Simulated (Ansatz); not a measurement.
**CuBr (SMILES [Cu][Br]): density, localisation and related maps**

The calculation's input:

```
crystal:
  periodic: [false, false, false]
  atoms:
    - {symbol: Cu, position_ang: [0.954365, -0.363579, 0.475582]}
    - {symbol: Br, position_ang: [-0.924865, 0.303379, -0.471482]}
basis:
  gaussian: {orbitals: def2-TZVPP}
hamiltonian: {xc: pbe0, dispersion: d4}
output: {orbitals: {seedname: orbitals}}
```

Launched as:

```sh
ansatz run in.yaml --threads 2 --pin off --events-out ev --progress --plain --max-ram 20480MiB --backend cpu
```

Geometry: PBE0-D4/def2-TZVP.

Level of theory: RKS PBE0-D4/def2-TZVPP (Ansatz).

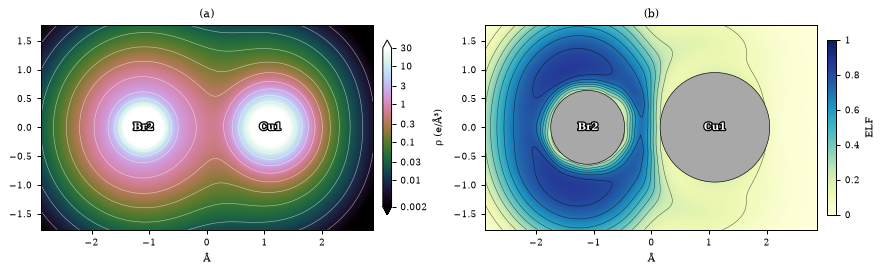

Figure 1. (a) electron density; (b) ELF on a plane that holds the molecular axis. Grey discs cover the atomic cores in the ELF map.

What do the fields say about this system?

The plane passes through Cu and Br nuclei. Cu–Br (2.21 Å): ρ is about 0.66 e/Å³ halfway; the ELF peaks at about 0.70 in the valence shell of Br, 0.9 Å from its nucleus, and is about 0.50 at the midpoint.

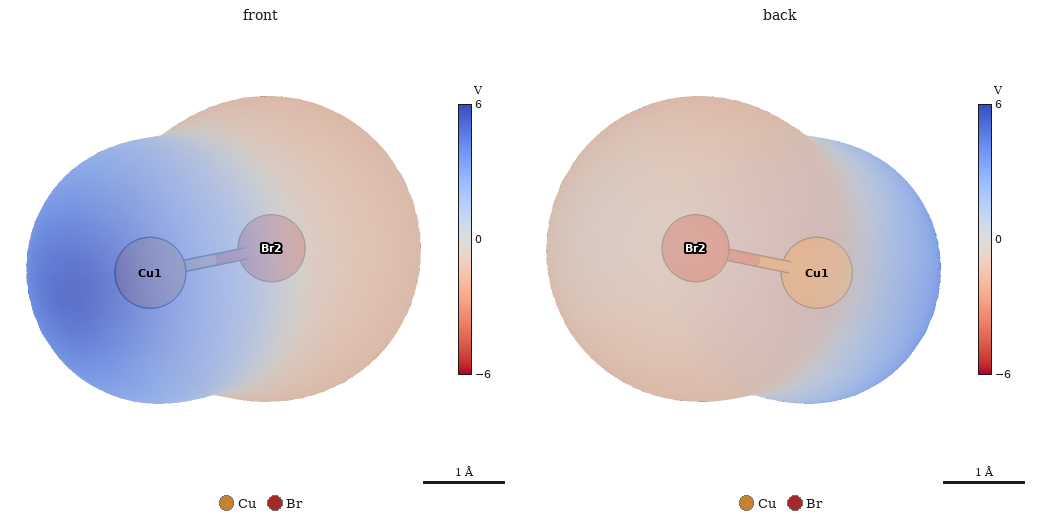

Figure 2. The electrostatic potential painted on the density surface at 0.004 e/bohr³, seen from the front and from behind; the colour scale runs from red (negative) to blue (positive).

Which sites attract a positive test charge, and which a negative one?

A positive charge is drawn to the negative regions and a negative charge to the positive ones. The most negative region (about −1.2 V) lies over Br2, the most positive (about +5.4 V) over Cu1.

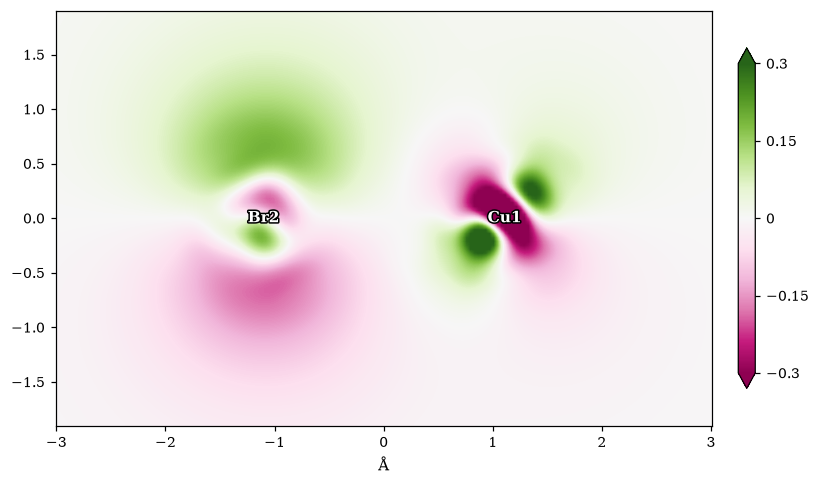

Figure 3. The HOMO on a plane that holds the molecular axis (values in Å⁻³ᐟ²; the overall sign is arbitrary).

What is the character of this orbital?

It lies mainly on Br2 (about 75 %) and Cu1 (about 25 %). It is one of a degenerate set, so its orientation is arbitrary. Its energy is −7.21 eV.
